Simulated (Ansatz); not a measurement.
# Profile along the N–Ta line in TaN (rock salt)

TaN (rock salt)

```cif
data_N4Ta4
_chemical_formula_sum 'N4 Ta4'
_space_group_name_H-M_alt 'Fm-3m'
_space_group_IT_number 225
_space_group_name_Hall '-F 4 2 3'
_cell_length_a 4.39630
_cell_length_b 4.39630
_cell_length_c 4.39630
_cell_angle_alpha 90.000
_cell_angle_beta 90.000
_cell_angle_gamma 90.000
loop_
_atom_site_label
_atom_site_type_symbol
_atom_site_symmetry_multiplicity
_atom_site_Wyckoff_symbol
_atom_site_fract_x
_atom_site_fract_y
_atom_site_fract_z
_atom_site_occupancy
N1 N 4 a 0.00000 0.00000 0.00000 1
Ta1 Ta 4 b 0.50000 0.50000 0.50000 1
```
(The calculation used a cell of 2 atoms; values per cell refer to that cell.)

Fields along a shortest N–Ta line of a {110} plane (2.20 Å), from N to Ta, interpolated on the slice's grid (step about 0.2 Å). Level of theory: r2SCAN (plane waves to 500 eV, PAW, scalar-relativistic; Ansatz, a first-principles code). k mesh 18×18×18. Inside the PAW spheres the values are not all-electron values, and peaks at nuclei hang on which shells count as valence. Spin-orbit coupling is left out, though Ta is heavy. TaN is run without spin polarisation. TaN was relaxed with its symmetry unable to fall. This is a high-temperature form of TaN.

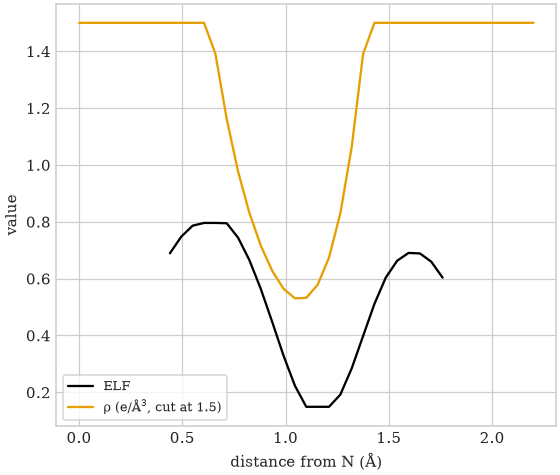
Figure. ELF (away from the nuclei) and valence density from N to Ta.

Density on the N–Ta line (2.20 Å) at its density minimum, 1.0 Å from N: 0.53 e/Å³. ELF at that point: 0.2.
